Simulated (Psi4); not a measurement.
# BH2SeCl (SMILES ClB[SeH]): HSE06/def2-SVPD

Aim: the vertical singlet–triplet gap of BH2SeCl at HSE06/def2-SVPD, from 2 runs. 

Program for the calculation: Psi4 1.11.

## 1. The molecule

BH2SeCl: 5 atoms, total charge 0, spin state singlet. SMILES: `ClB[SeH]`. Geometry: relaxed at PBE0-D4/def2-TZVP. This is one conformer, not always the lowest.

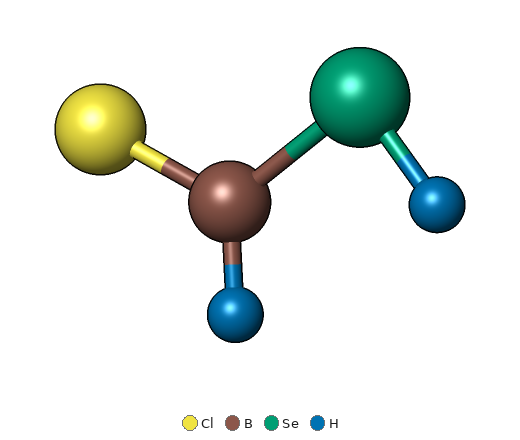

The structure, seen from a chosen angle (chlorine yellow, boron brown, selenium teal, hydrogen blue).

## 2. Energy and gradient at HSE06/def2-SVPD

Contents of calc.dat:

```
memory 1600 mb

molecule {
  0 1
  Cl    -2.133400    -0.290000    -0.272300
  B     -0.406800    -0.344500    -0.042400
  Se     0.577100     1.299700    -0.015900
  H      0.133400    -1.393500     0.094000
  H      1.879500     0.654700     0.195200
  units angstrom
  symmetry c1
}

set basis def2-SVPD
set reference rks
set puream true
set e_convergence 1e-09
set d_convergence 1e-08
set scf_type pk
set dft_radial_points 99
set dft_spherical_points 590

e_tot, wfn = gradient('hse06', return_wfn=True)
print_variables()
```

The run is started by

```
$ psi4 -n 1 calc.dat calc.out
```

calc.out:

```text
[...]
  Running in c1 symmetry.
[...]
  Nuclear repulsion =  197.787959191524664
[...]
  Multiplicity = 1
[...]
  Nalpha       = 29
  Nbeta        = 29
[...]
    Number of basis functions: 104
[...]
   @RKS iter   1: -2886.24997840252263   -1.84533e+00   1.85054e-02 DIIS/ADIIS
[...]
   @RKS iter  11: -2886.94985162038301   -2.50111e-11   8.11321e-09 DIIS
[...]
    Orbital Energies [Eh]
    ---------------------
    Doubly Occupied:
       1A   -454.240580     2A   -101.694768     3A    -58.206730
       4A    -52.225492     5A    -52.224041     6A    -52.223440
       7A     -9.536521     8A     -7.901415     9A     -7.273445
      10A     -7.268742    11A     -7.266759    12A     -6.856005
      13A     -5.827669    14A     -5.822788    15A     -5.819802
      16A     -2.150252    17A     -2.148982    18A     -2.146100
      19A     -2.142204    20A     -2.142162    21A     -0.861128
      22A     -0.734883    23A     -0.508139    24A     -0.438486
      25A     -0.398530    26A     -0.364636    27A     -0.356172
      28A     -0.303424    29A     -0.273972
[...]
  @RKS Final Energy: -2886.94985162038301
   => Energetics <=
    Nuclear Repulsion Energy =            197.7879591915246635
    One-Electron Energy =               -4406.3484519684261613
    Two-Electron Energy =                1412.8445714043823500
    DFT Exchange-Correlation Energy =     -91.2339302478636682
    Empirical Dispersion Energy =           0.0000000000000000
    VV10 Nonlocal Energy =                  0.0000000000000000
    Total Energy =                      -2886.9498516203830150
[...]
 Multipole Moments:
 ------------------------------------------------------------------------------------
     Multipole            Electronic (a.u.)      Nuclear  (a.u.)        Total (a.u.)
 ------------------------------------------------------------------------------------
 L = 1.  Multiply by 2.5417464519 to convert [e a0] to [Debye]
 Dipole X            :          5.5210613           -4.9913571            0.5297042
 Dipole Y            :          6.8528390           -6.8856145           -0.0327754
 Dipole Z            :          0.2966554           -0.2251242            0.0715312
 Magnitude           :                                                    0.5355161
[...]
  -Total Gradient:
     Atom            X                  Y                   Z
    ------   -----------------  -----------------  -----------------
       1        0.005503073852    -0.000152846414     0.000732877956
       2       -0.002517397966    -0.003107603153    -0.000141554013
       3        0.000722961331    -0.002111816521     0.000228442416
       4       -0.002222550973     0.004657188843    -0.000579861555
       5       -0.001475551909     0.000696346583    -0.000237349378
[...]
```

Wall time 30 s (1 thread of Intel Xeon 6975P-C (Granite Rapids), shared host); peak memory 0.8 GiB.

## 3. The triplet

Contents of bclh2se.xyz:

```xyz
5
BClH2Se
Cl    -2.133400    -0.290000    -0.272300
B     -0.406800    -0.344500    -0.042400
Se     0.577100     1.299700    -0.015900
H      0.133400    -1.393500     0.094000
H      1.879500     0.654700     0.195200
```

Contents of run.py:

```python
import psi4

psi4.set_memory(1600000000)
psi4.set_num_threads(1)
psi4.core.set_output_file('run.log', False)

with open('bclh2se.xyz') as f:
    atoms = ''.join(f.readlines()[2:])
mol = psi4.geometry('0 3\n' + atoms + 'symmetry c1')

options = {'basis': 'def2-SVPD', 'reference': 'uks', 'puream': True, 'e_convergence': 1e-09, 'd_convergence': 1e-08, 'scf_type': 'pk', 'dft_radial_points': 99, 'dft_spherical_points': 590, 'maxiter': 200}
psi4.set_options(options)

e = psi4.gradient('HSE06')
print('gradient / Eh bohr^-1')
print(e.np.round(6))
```

The run is started by

```
$ python run.py
```

run.log (excerpt; [...] marks lines left out):

```text
[...]
  Running in c1 symmetry.
[...]
  Nuclear repulsion =  197.787959191524664
[...]
  Multiplicity = 3
[...]
  Nalpha       = 30
  Nbeta        = 28
[...]
    Number of basis functions: 104
[...]
   @UKS iter   1: -2885.94555842872842   -1.54091e+00   1.88322e-02 ADIIS/DIIS
[...]
   @UKS iter  15: -2886.78771107393186   -1.86446e-11   7.15093e-09 DIIS
[...]
   @S^2 Observed:                2.007923066E+00
[...]
  @UKS Final Energy: -2886.78771107393186
   => Energetics <=
    Nuclear Repulsion Energy =            197.7879591915246635
    One-Electron Energy =               -4404.4933756614491358
    Two-Electron Energy =                1411.1537519068638176
    DFT Exchange-Correlation Energy =     -91.2360465108707785
    Empirical Dispersion Energy =           0.0000000000000000
    VV10 Nonlocal Energy =                  0.0000000000000000
    Total Energy =                      -2886.7877110739318596
[...]
 Multipole Moments:
 ------------------------------------------------------------------------------------
     Multipole            Electronic (a.u.)      Nuclear  (a.u.)        Total (a.u.)
 ------------------------------------------------------------------------------------
 L = 1.  Multiply by 2.5417464519 to convert [e a0] to [Debye]
 Dipole X            :          6.3093640           -4.9913571            1.3180069
 Dipole Y            :          7.9273321           -6.8856145            1.0417176
 Dipole Z            :          0.3330431           -0.2251242            0.1079189
 Magnitude           :                                                    1.6834382
[...]
  -Total Gradient:
     Atom            X                  Y                   Z
    ------   -----------------  -----------------  -----------------
       1        0.022440670107    -0.009645680655     0.003545173425
       2        0.004550219333     0.046426958120    -0.002295402729
       3       -0.015221698347    -0.038127158869     0.000379751485
       4       -0.007398280754     0.001511603991    -0.001067246567
       5       -0.004353728681    -0.000177252729    -0.000559297732
[...]
```

Standard output:

```text
Memory set to   1.490 GiB by Python driver.
  Threads set to 1 by Python driver.
gradient / Eh bohr^-1
[[ 0.022441 -0.009646  0.003545]
 [ 0.00455   0.046427 -0.002295]
 [-0.015222 -0.038127  0.00038 ]
 [-0.007398  0.001512 -0.001067]
 [-0.004354 -0.000177 -0.000559]]
```

Run time: 42 s. Hardware: 1 thread of Intel Xeon 6975P-C (Granite Rapids), shared host; peak memory 0.8 GiB.

## 4. Results

At HSE06/def2-SVPD:

| quantity | value |
| --- | --- |
| singlet: total energy | -2886.94985 Eh |
| singlet: dipole moment | 1.36 D |
| singlet: HOMO energy | -7.46 eV |
| singlet: LUMO energy | -1.90 eV |
| singlet: HOMO–LUMO gap | 5.55 eV |
| singlet: largest force on an atom | 0.286 eV/Å |
| triplet: total energy | -2886.78771 Eh |
| triplet: dipole moment | 4.28 D |
| triplet: HOMO energy (highest over α and β) | -3.20 eV |
| triplet: ⟨S²⟩ | 2.008 |
| triplet: largest force on an atom | 2.402 eV/Å |
| vertical energy of the triplet above the singlet | 4.412 eV |

**Reading.** At this shape the triplet lies 4.41 eV (426 kJ/mol) above the singlet. The largest force (singlet) is 0.29 eV/Å: the shape isn't a stationary point for this species at this level.
